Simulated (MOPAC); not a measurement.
## Geometry relaxation of WN2H2Cl2 (part 2 of 2)

WN2H2Cl2; PM6-D3H4, closed shell, dispersion D3H4 (MOPAC 23.2.5). The atoms were displaced at random from an optimised geometry.

Geometry of the input (Å):
```
N  -0.8741  -1.1703  -0.4014
W  0.4695  -0.1212  -0.0828
N  -0.1029  1.3793  0.5700
Cl 1.7650  -1.1356  1.4759
Cl 1.4798  0.3528  -2.0850
H  -1.8612  -1.4107  -0.4514
H  -0.7935  2.0472  0.8969
```

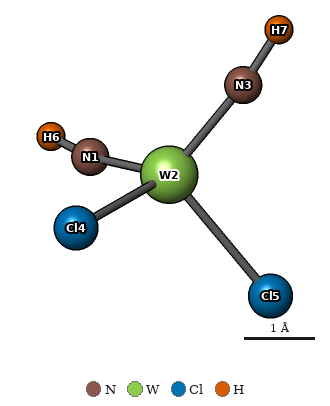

The geometry at step 17 of the log (ball-and-stick view, seen at a tilt; atoms are numbered from 1 in the order of the input).

Trajectory as extended XYZ, continued
```
7
Properties=species:S:1:pos:R:3:forces:R:3 step=5 energy=-1.01586
N    -0.9108   -1.2568   -0.4599    0.3559   0.2873   0.0406
W     0.4350   -0.0980   -0.0704   -1.1022  -0.2763  -0.1417
N    -0.0941    1.4830    0.6191    0.0714  -0.0693   0.0277
Cl    1.8190   -1.1660    1.4989    0.0941  -0.0172   0.0554
Cl    1.5070    0.3278   -2.1233    0.1000   0.0514  -0.0010
H    -1.8389   -1.5564   -0.5551    0.1516  -0.4554  -0.1195
H    -0.7270    2.1438    0.9577    0.3293   0.4795   0.1385
7
Properties=species:S:1:pos:R:3:forces:R:3 step=6 energy=-1.11792
N    -0.9184   -1.2640   -0.4636    0.4733   0.2916  -0.0046
W     0.4100   -0.0908   -0.0690   -0.9083  -0.4515  -0.0355
N    -0.0857    1.4968    0.6243   -0.0657   0.1003   0.1040
Cl    1.8425   -1.1621    1.4716   -0.0355   0.0524  -0.0078
Cl    1.5253    0.3087   -2.0943    0.0813   0.0911  -0.0552
H    -1.8059   -1.6433   -0.6084    0.0605  -0.3443  -0.0400
H    -0.6733    2.1999    0.9769    0.3943   0.2605   0.0392
7
Properties=species:S:1:pos:R:3:forces:R:3 step=7 energy=-1.21391
N    -0.9235   -1.2677   -0.4899   -0.5923  -0.7352  -0.2405
W     0.3515   -0.0864   -0.0505    0.1622   0.2311  -0.1263
N    -0.0667    1.5325    0.6394   -0.0840  -0.0609   0.0369
Cl    1.8865   -1.1449    1.4065   -0.2458   0.1043  -0.0083
Cl    1.5714    0.2728   -2.0527   -0.1813   0.0947   0.1883
H    -1.7321   -1.8305   -0.6997    0.6319   0.4290   0.2127
H    -0.5432    2.3180    0.9996    0.3094  -0.0630  -0.0628
7
Properties=species:S:1:pos:R:3:forces:R:3 step=8 energy=-1.23265
N    -0.9247   -1.2781   -0.4940    0.0818  -0.1364   0.0166
W     0.3509   -0.0856   -0.0561   -0.0127   0.0997  -0.0010
N    -0.0626    1.5316    0.6433   -0.1139  -0.0672  -0.0114
Cl    1.8850   -1.1423    1.4043   -0.2366   0.0962  -0.0099
Cl    1.5694    0.2725   -2.0414   -0.1074   0.1122   0.0488
H    -1.7229   -1.8171   -0.6763    0.0679  -0.0053   0.0139
H    -0.5347    2.3229    0.9993    0.3208  -0.0992  -0.0569
7
Properties=species:S:1:pos:R:3:forces:R:3 step=9 energy=-1.24108
N    -0.9222   -1.2869   -0.4928    0.1851  -0.0298   0.0396
W     0.3453   -0.0825   -0.0571   -0.0108  -0.0902  -0.0044
N    -0.0591    1.5313    0.6445   -0.1022   0.0243  -0.0134
Cl    1.8838   -1.1394    1.3917   -0.1993   0.0709   0.0431
Cl    1.5724    0.2691   -2.0276   -0.0664   0.1319  -0.0535
H    -1.7090   -1.8341   -0.6761   -0.0469  -0.0604  -0.0054
H    -0.5060    2.3350    0.9954    0.2405  -0.0468  -0.0061
7
Properties=species:S:1:pos:R:3:forces:R:3 step=10 energy=-1.25033
N    -0.9168   -1.2991   -0.4882    0.2346   0.0460   0.0396
W     0.3403   -0.0814   -0.0569    0.0123  -0.1516  -0.0640
N    -0.0543    1.5324    0.6431   -0.0410   0.0428  -0.0182
Cl    1.8760   -1.1370    1.3826   -0.1347   0.0333   0.1049
Cl    1.5752    0.2724   -2.0212   -0.0667   0.1227  -0.0777
H    -1.6919   -1.8563   -0.6736   -0.1352  -0.0992  -0.0152
H    -0.4630    2.3507    0.9951    0.1308   0.0060   0.0307
7
Properties=species:S:1:pos:R:3:forces:R:3 step=11 energy=-1.25990
N    -0.9077   -1.3135   -0.4781    0.1914   0.0652  -0.0076
W     0.3394   -0.0817   -0.0597    0.0269  -0.1561  -0.0750
N    -0.0481    1.5315    0.6396    0.0380   0.0670  -0.0092
Cl    1.8603   -1.1378    1.3861   -0.0693   0.0097   0.1277
Cl    1.5724    0.2847   -2.0247   -0.0695   0.0907  -0.0703
H    -1.6779   -1.8771   -0.6646   -0.1448  -0.0971  -0.0046
H    -0.4134    2.3642    0.9992    0.0273   0.0206   0.0389
7
Properties=species:S:1:pos:R:3:forces:R:3 step=12 energy=-1.26874
N    -0.8911   -1.3321   -0.4650    0.0482   0.0518  -0.0553
W     0.3464   -0.0853   -0.0667    0.0270  -0.0421  -0.0387
N    -0.0369    1.5286    0.6333    0.1683  -0.0265  -0.0256
Cl    1.8300   -1.1432    1.4139   -0.0036   0.0084   0.0821
Cl    1.5576    0.3135   -2.0470   -0.0789   0.0162   0.0034
H    -1.6693   -1.8945   -0.6385   -0.0634  -0.0571  -0.0002
H    -0.3523    2.3713    1.0093   -0.0976   0.0493   0.0344
7
Properties=species:S:1:pos:R:3:forces:R:3 step=13 energy=-1.27120
N    -0.8900   -1.3301   -0.4673   -0.0087   0.0080  -0.0428
W     0.3507   -0.0871   -0.0686    0.0052   0.0041   0.0044
N    -0.0341    1.5269    0.6328    0.1559  -0.0443  -0.0218
Cl    1.8265   -1.1441    1.4250   -0.0128   0.0178   0.0473
Cl    1.5509    0.3183   -2.0534   -0.0614   0.0096   0.0034
H    -1.6751   -1.8893   -0.6329   -0.0038  -0.0259  -0.0067
H    -0.3587    2.3659    1.0120   -0.0744   0.0306   0.0161
7
Properties=species:S:1:pos:R:3:forces:R:3 step=14 energy=-1.27325
N    -0.8894   -1.3268   -0.4737   -0.0506  -0.0196  -0.0014
W     0.3564   -0.0900   -0.0706   -0.0180   0.0286   0.0328
N    -0.0269    1.5239    0.6334    0.0843  -0.0090   0.0034
Cl    1.8223   -1.1438    1.4416   -0.0274   0.0270  -0.0015
Cl    1.5406    0.3245   -2.0631   -0.0395   0.0014   0.0115
H    -1.6827   -1.8817   -0.6282    0.0601   0.0058  -0.0224
H    -0.3708    2.3581    1.0146   -0.0089  -0.0343  -0.0224
7
Properties=species:S:1:pos:R:3:forces:R:3 step=15 energy=-1.27382
N    -0.8891   -1.3268   -0.4753   -0.0537  -0.0177   0.0037
W     0.3574   -0.0911   -0.0710   -0.0157   0.0335   0.0361
N    -0.0224    1.5232    0.6341    0.0611  -0.0211  -0.0076
Cl    1.8203   -1.1425    1.4454   -0.0208   0.0205  -0.0039
Cl    1.5373    0.3266   -2.0649   -0.0301  -0.0008   0.0076
H    -1.6824   -1.8818   -0.6301    0.0609   0.0067  -0.0225
H    -0.3711    2.3559    1.0133   -0.0018  -0.0210  -0.0134
7
Properties=species:S:1:pos:R:3:forces:R:3 step=16 energy=-1.27468
N    -0.8889   -1.3292   -0.4807   -0.0238   0.0046   0.0096
W     0.3579   -0.0953   -0.0715    0.0123   0.0153   0.0157
N    -0.0025    1.5217    0.6353   -0.0607   0.0386   0.0039
Cl    1.8135   -1.1358    1.4555    0.0112  -0.0127   0.0013
Cl    1.5266    0.3338   -2.0679    0.0014  -0.0101  -0.0086
H    -1.6725   -1.8932   -0.6455    0.0244   0.0099  -0.0084
H    -0.3594    2.3550    1.0095    0.0352  -0.0456  -0.0135
7
Properties=species:S:1:pos:R:3:forces:R:3 step=17 energy=-1.27491
N    -0.8892   -1.3286   -0.4789   -0.0151   0.0070   0.0018
W     0.3572   -0.0940   -0.0707    0.0114   0.0015   0.0034
N    -0.0077    1.5225    0.6345   -0.0139  -0.0069  -0.0106
Cl    1.8157   -1.1375    1.4517    0.0045  -0.0052   0.0054
Cl    1.5298    0.3315   -2.0665   -0.0095  -0.0074  -0.0010
H    -1.6733   -1.8911   -0.6446    0.0179   0.0022  -0.0071
H    -0.3609    2.3544    1.0090    0.0047   0.0088   0.0082
7
Properties=species:S:1:pos:R:3:forces:R:3 step=18 energy=-1.27495
N    -0.8896   -1.3283   -0.4787   -0.0071   0.0032  -0.0020
W     0.3569   -0.0938   -0.0705    0.0075   0.0023   0.0040
N    -0.0089    1.5229    0.6339   -0.0078   0.0039   0.0003
Cl    1.8166   -1.1378    1.4507    0.0009  -0.0029   0.0048
Cl    1.5304    0.3308   -2.0657   -0.0102  -0.0061  -0.0021
H    -1.6723   -1.8920   -0.6460    0.0124   0.0033  -0.0045
H    -0.3600    2.3555    1.0099    0.0043  -0.0036  -0.0007
7
Properties=species:S:1:pos:R:3:forces:R:3 step=19 energy=-1.27498
N    -0.8898   -1.3279   -0.4792    0.0045   0.0032  -0.0030
W     0.3569   -0.0938   -0.0702    0.0046  -0.0025  -0.0003
N    -0.0088    1.5230    0.6335   -0.0042   0.0032   0.0039
Cl    1.8168   -1.1377    1.4512   -0.0012  -0.0020   0.0026
Cl    1.5298    0.3307   -2.0659   -0.0089  -0.0057  -0.0007
H    -1.6710   -1.8927   -0.6484    0.0045   0.0029  -0.0018
H    -0.3590    2.3555    1.0101    0.0007   0.0008  -0.0007
7
Properties=species:S:1:pos:R:3:forces:R:3 step=20 energy=-1.27500
N    -0.8897   -1.3273   -0.4800    0.0112   0.0017  -0.0021
W     0.3573   -0.0939   -0.0701   -0.0007  -0.0028  -0.0008
N    -0.0086    1.5229    0.6335   -0.0016   0.0020   0.0047
Cl    1.8167   -1.1377    1.4522   -0.0021  -0.0017   0.0001
Cl    1.5286    0.3306   -2.0665   -0.0058  -0.0049  -0.0007
H    -1.6701   -1.8927   -0.6503   -0.0001   0.0028  -0.0006
H    -0.3586    2.3553    1.0103   -0.0009   0.0029  -0.0006
7
Properties=species:S:1:pos:R:3:forces:R:3 step=21 energy=-1.27501
N    -0.8893   -1.3269   -0.4809    0.0127   0.0004  -0.0001
W     0.3577   -0.0939   -0.0699   -0.0047  -0.0020  -0.0005
N    -0.0086    1.5227    0.6339    0.0007   0.0009   0.0030
Cl    1.8166   -1.1377    1.4531   -0.0023  -0.0017  -0.0018
Cl    1.5276    0.3304   -2.0671   -0.0030  -0.0036  -0.0004
H    -1.6696   -1.8923   -0.6517   -0.0016   0.0023  -0.0004
H    -0.3586    2.3552    1.0104   -0.0018   0.0036   0.0001
7
Properties=species:S:1:pos:R:3:forces:R:3 step=22 energy=-1.27502
N    -0.8887   -1.3267   -0.4817    0.0092  -0.0006   0.0015
W     0.3580   -0.0938   -0.0698   -0.0060  -0.0001   0.0005
N    -0.0088    1.5226    0.6344    0.0024   0.0002   0.0003
Cl    1.8164   -1.1377    1.4536   -0.0019  -0.0019  -0.0022
Cl    1.5269    0.3299   -2.0676   -0.0007  -0.0019  -0.0004
H    -1.6693   -1.8916   -0.6526   -0.0010   0.0014  -0.0005
H    -0.3588    2.3553    1.0105   -0.0021   0.0028   0.0008
7
Properties=species:S:1:pos:R:3:forces:R:3 step=23 energy=-1.27503
N    -0.8879   -1.3268   -0.4823    0.0012  -0.0005   0.0019
W     0.3580   -0.0935   -0.0696   -0.0028   0.0017   0.0009
N    -0.0092    1.5227    0.6349    0.0024   0.0005  -0.0020
Cl    1.8163   -1.1379    1.4535   -0.0010  -0.0020  -0.0011
Cl    1.5265    0.3292   -2.0678    0.0005   0.0000  -0.0003
H    -1.6691   -1.8908   -0.6534    0.0013  -0.0002  -0.0002
H    -0.3590    2.3557    1.0107   -0.0016   0.0005   0.0009
7
Properties=species:S:1:pos:R:3:forces:R:3 step=24 energy=-1.27503
N    -0.8879   -1.3270   -0.4821    0.0002   0.0002   0.0011
W     0.3579   -0.0935   -0.0696   -0.0010   0.0012   0.0005
N    -0.0092    1.5228    0.6348    0.0015   0.0006  -0.0011
Cl    1.8163   -1.1379    1.4533   -0.0010  -0.0018  -0.0007
Cl    1.5267    0.3292   -2.0677    0.0000  -0.0001  -0.0003
H    -1.6691   -1.8909   -0.6533    0.0015  -0.0004   0.0001
H    -0.3591    2.3558    1.0107   -0.0013   0.0003   0.0004
7
Properties=species:S:1:pos:R:3:forces:R:3 step=25 energy=-1.27503
N    -0.8878   -1.3272   -0.4818   -0.0011   0.0009  -0.0004
W     0.3578   -0.0934   -0.0696    0.0022   0.0008  -0.0002
N    -0.0092    1.5231    0.6345   -0.0002   0.0006   0.0008
Cl    1.8164   -1.1381    1.4530   -0.0010  -0.0013  -0.0001
Cl    1.5269    0.3292   -2.0675   -0.0007  -0.0003  -0.0003
H    -1.6689   -1.8912   -0.6533    0.0014  -0.0007   0.0008
H    -0.3591    2.3559    1.0108   -0.0006   0.0000  -0.0006
7
Properties=species:S:1:pos:R:3:forces:R:3 step=26 energy=-1.27503
N    -0.8877   -1.3271   -0.4818   -0.0009   0.0008  -0.0002
W     0.3578   -0.0934   -0.0696    0.0016   0.0006  -0.0002
N    -0.0092    1.5231    0.6345    0.0000   0.0005   0.0006
Cl    1.8163   -1.1381    1.4531   -0.0009  -0.0012  -0.0002
Cl    1.5268    0.3292   -2.0676   -0.0005  -0.0002  -0.0003
H    -1.6688   -1.8912   -0.6533    0.0013  -0.0006   0.0007
H    -0.3591    2.3559    1.0107   -0.0007   0.0001  -0.0004
7
Properties=species:S:1:pos:R:3:forces:R:3 step=27 energy=-1.27503
N    -0.8874   -1.3270   -0.4819    0.0003  -0.0001   0.0007
W     0.3581   -0.0933   -0.0695   -0.0012   0.0003   0.0002
N    -0.0093    1.5231    0.6346    0.0009  -0.0002  -0.0004
Cl    1.8160   -1.1385    1.4534   -0.0004  -0.0002  -0.0007
Cl    1.5264    0.3292   -2.0679    0.0006   0.0001   0.0000
H    -1.6684   -1.8914   -0.6531    0.0003  -0.0002   0.0000
H    -0.3596    2.3559    1.0105   -0.0004   0.0004   0.0003
7
Properties=species:S:1:pos:R:3:forces:R:3 step=28 energy=-1.27503
N    -0.8874   -1.3271   -0.4818    0.0001   0.0000   0.0003
W     0.3580   -0.0932   -0.0695   -0.0004   0.0002   0.0001
N    -0.0093    1.5232    0.6345    0.0004  -0.0002  -0.0001
Cl    1.8160   -1.1385    1.4533   -0.0003  -0.0001  -0.0004
Cl    1.5265    0.3293   -2.0678    0.0003   0.0000   0.0000
H    -1.6683   -1.8915   -0.6530    0.0002  -0.0001   0.0001
H    -0.3596    2.3560    1.0104   -0.0002   0.0002   0.0001
```

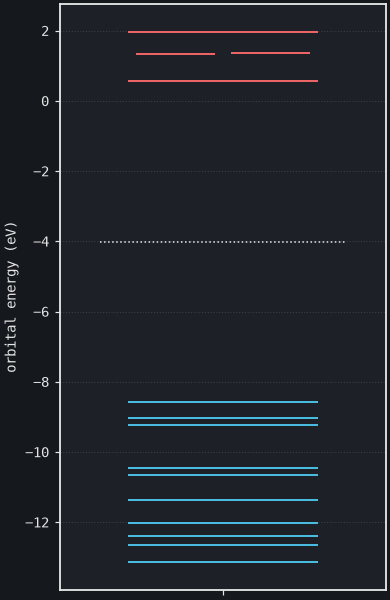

Orbital energies near the frontier; the dotted line parts filled from empty levels, and levels within 0.02 eV of each other stand side by side. Highest filled −8.59 eV, lowest empty 0.56 eV, 9.15 eV apart.

Key numbers

| quantity | value |
| --- | --- |
| outcome | converged |
| total energy | −39.197368 hartree |
| dispersion energy | −0.001004 hartree |
| heat of formation | −29.40 kcal/mol |
| basis functions | 37 |
| largest force | 0.001 eV/Å |
| HOMO | −8.59 eV |
| LUMO | 0.56 eV |
| dipole moment | 1.88 D |
| peak memory | 0.074 GiB |

Remarks

MOPAC's energies along a path are heats of formation.
